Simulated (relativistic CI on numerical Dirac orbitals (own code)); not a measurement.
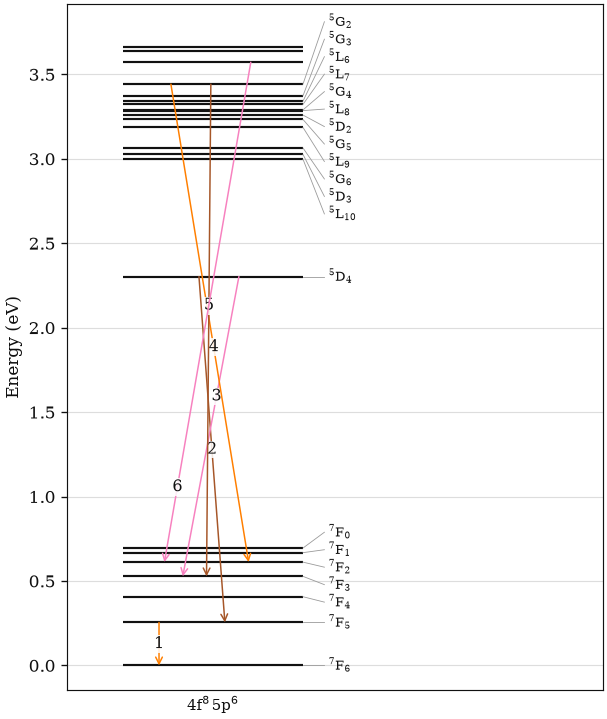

Levels of Tb³⁺ with 6 numbered transitions. Rates are at computed energies.

| No. | Upper | Lower | Type | λ (vacuum) | A (s⁻¹) |
| --- | --- | --- | --- | --- | --- |
| 1 | 4f⁸ 5p⁶ ⁷F₅ | 4f⁸ 5p⁶ ⁷F₆ | M1 | 4866 nm | 0.41 |
| 2 | 4f⁸ 5p⁶ ⁵D₄ | 4f⁸ 5p⁶ ⁷F₅ | M1 | 605.3 nm | 12 |
| 3 | 4f⁸ 5p⁶ ⁵D₄ | 4f⁸ 5p⁶ ⁷F₃ | M1 | 698.3 nm | 1.5 |
| 4 | 4f⁸ 5p⁶ ⁵G₂ | 4f⁸ 5p⁶ ⁷F₂ | M1 | 438.0 nm | 2.1 |
| 5 | 4f⁸ 5p⁶ ⁵G₂ | 4f⁸ 5p⁶ ⁷F₃ | M1 | 425.3 nm | 1.5 |
| 6 | 4f⁸ 5p⁶ ⁵D₁ | 4f⁸ 5p⁶ ⁷F₂ | M1 | 418.9 nm | 18 |

Line 6 has the largest rate; it falls in the visible region.

## Run report: Tb³⁺, relativistic CI calculation

System: Tb³⁺.
Method: Dirac-Coulomb-Breit CI, KLI orbitals optimised for each configuration, model QED (radiative potential, 1s self-energy scaled to tabulated hydrogen-like ionisation energies), valence Slater integrals scaled by 0.85, configuration energies shifted to the measured levels that pair with them (semi-empirical) (relativistic CI on numerical Dirac orbitals, in-house).

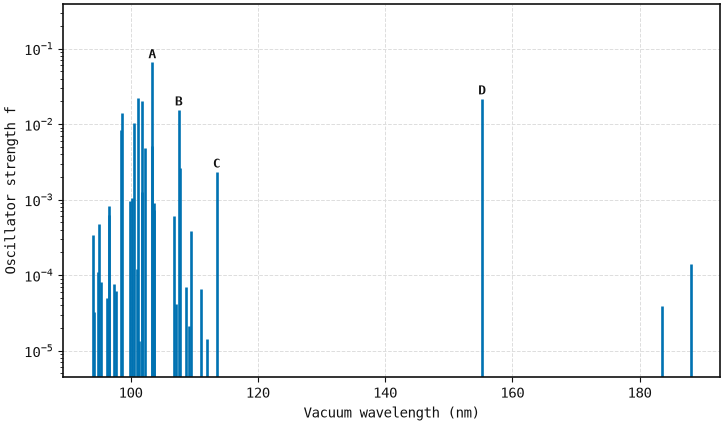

Absorption lines from the lowest level (oscillator strengths f) for Tb³⁺ (terbium, Z = 65). A: 4f⁷ 5p⁶ 5d ⁷G°₇ ← 4f⁸ 5p⁶ ⁷F₆, 103.4 nm, f = 0.066; B: 4f⁷ 5p⁶ 5d ⁷D°₅ ← 4f⁸ 5p⁶ ⁷F₆, 107.6 nm, f = 0.016; C: 4f⁷ 5p⁶ 5d ⁷F°₅ ← 4f⁸ 5p⁶ ⁷F₆, 113.6 nm, f = 0.0023; D: 4f⁷ 5p⁶ 5d ⁷D°₅ ← 4f⁸ 5p⁶ ⁷F₆, 155.3 nm, f = 0.022. The strongest, A, lies in the extreme ultraviolet region.

These pictures come from the run below.

Input file:
```
atom Tb  Z=65  charge=3  electrons=62
nucleus A=159  rms_radius_fm=5.0600
hamiltonian dirac-coulomb  breit=on  qed=on  c_scale=1
orbitals kli  potential=per-configuration
slater_scale 0.85
correlation fit
mixing on
configurations
  [Xe] 4f8
  [Xe] 4f7 5d
  [Xe] 4f7 6p
  [Xe] 4f7 6s
  [Kr] 4d10 4f10 5s2 5p4
  [Kr] 4d10 4f9 5s2 5p5
  [Xe] 4f7 7s
end
```

Launched within a batch (the task file carries these settings):
```bash
python <driver script> task.json out
```

The program writes its results to a structured record and prints no log; tables and figures of this report are taken from that record.

The lowest 30 levels:

```
Configuration                Level  E (cm⁻¹)  LS purity (%)  Landé g  Lifetime (s; – stable or not computed)
      4f⁸ 5p⁶                  ⁷F₆         0             95    1.492                                       –
      4f⁸ 5p⁶                  ⁷F₅     2,055             97    1.493                                 2.5×10⁰
      4f⁸ 5p⁶                  ⁷F₄     3,283             95    1.494                                 6.3×10⁰
      4f⁸ 5p⁶                  ⁷F₃     4,255             94    1.494                                 9.0×10⁰
      4f⁸ 5p⁶                  ⁷F₂     4,935             94    1.495                                 2.1×10¹
      4f⁸ 5p⁶                  ⁷F₁     5,387             94    1.496                                 5.6×10¹
      4f⁸ 5p⁶                  ⁷F₀     5,607             94        –                                 3.0×10²
      4f⁸ 5p⁶                  ⁵D₄    18,570             91    1.486                                7.4×10⁻²
      4f⁸ 5p⁶                 ⁵L₁₀    24,180             93    1.192                                       –
      4f⁸ 5p⁶                  ⁵D₃    24,410             90    1.481                                4.1×10⁻²
      4f⁸ 5p⁶                  ⁵G₆    24,720             61    1.264                                4.5×10⁻²
      4f⁸ 5p⁶                  ⁵L₉    25,700             95    1.131                                 6.3×10⁰
      4f⁸ 5p⁶                  ⁵G₅    26,080             69    1.214                                5.8×10⁻²
      4f⁸ 5p⁶                  ⁵D₂    26,290             71    1.473                                4.5×10⁻²
      4f⁸ 5p⁶                  ⁵L₈    26,500             92    1.046                                 2.6×10¹
      4f⁸ 5p⁶                  ⁵G₄    26,530             71    1.093                                7.9×10⁻²
      4f⁸ 5p⁶                  ⁵L₇    26,800             85    0.937                                 2.0×10¹
      4f⁸ 5p⁶                  ⁵L₆    26,950             81    0.767                                6.7×10⁻¹
      4f⁸ 5p⁶                  ⁵G₃    27,210             81    0.881                                1.1×10⁻¹
      4f⁸ 5p⁶                  ⁵G₂    27,770             92    0.366                                2.3×10⁻¹
      4f⁸ 5p⁶                  ⁵D₁    28,810             79    1.476                                3.9×10⁻²
      4f⁸ 5p⁶                  ⁵D₀    29,360             73        –                                3.9×10⁻²
      4f⁸ 5p⁶                  ⁵H₇    29,520             79    1.246                                8.4×10⁻¹
      4f⁸ 5p⁶                  ⁵H₆    31,160             62    1.198                                2.1×10⁻¹
      4f⁸ 5p⁶  J = 5 (even, mixed)    32,060             55    1.099                                1.8×10⁻¹
      4f⁸ 5p⁶                  ⁵H₄    32,630             60    0.912                                2.0×10⁻¹
      4f⁸ 5p⁶                  ⁵H₃    33,100             84    0.561                                2.7×10⁻¹
      4f⁸ 5p⁶                  ⁵I₈    33,720             84    1.228                                6.8×10⁻¹
      4f⁸ 5p⁶                  ⁵F₅    34,010             84    1.372                                4.7×10⁻²
      4f⁸ 5p⁶                  ⁵F₄    34,450             74    1.311                                1.0×10⁻¹
```

Key numbers:

- outcome: converged
- lowest level: 4f⁸ 5p⁶ ⁷F₆
- first excited level: 4f⁸ 5p⁶ ⁷F₅, 2,055 cm⁻¹
- levels computed: 9322
- SCF iterations: 81
- hardware: 1 thread of Arm Neoverse V1, 24 GiB of memory available, shared host
- wall time: 27 s

Notes:

Limits: shifts are fitted to measured levels, configurations with none paired borrow a shift and can be misplaced by tens of thousands of cm⁻¹; rates and lifetimes follow the computed energies and can be off by orders of magnitude; one shift a configuration: terms inside it, and wavelengths, can be off by thousands of cm⁻¹; only a limited list of configurations is included, so lower levels can be missing; the fine structure of a weakly bound d or f electron outside closed shells is too small or inverted; only lines among the lowest 400 of 9322 levels are drawn, so those from 4f⁷ 5p⁶ 5d and 4f⁷ 5p⁶ 6s are incomplete.
